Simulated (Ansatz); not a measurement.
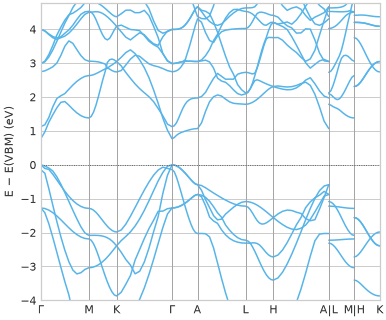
Figure. Band structure from plane-wave PAW r²SCAN (Ansatz code)

Problem. Read off the gap and where the band edges lie.

Solution. About 0.8 eV (0.77 eV by a search for the band edges); maximum at Γ, minimum at Γ.

The material is CaCd₂As₂ in space group P-3m1 (No. 164; Ca on 1a, Cd on 2d, As on 2d).

The first step of the workflow began from a Materials Project structure, measured or hypothetical; the Crystallography Open Database files this formula in space group No. 164, but the cells were not matched. Its standing as an ambient phase is unchecked. Symmetry was held in the r²SCAN relaxation; its stability against distortions is not shown here. Spin–orbit coupling is left out wherever it is not named.

Potentials: the later of the program's two PAW sets.
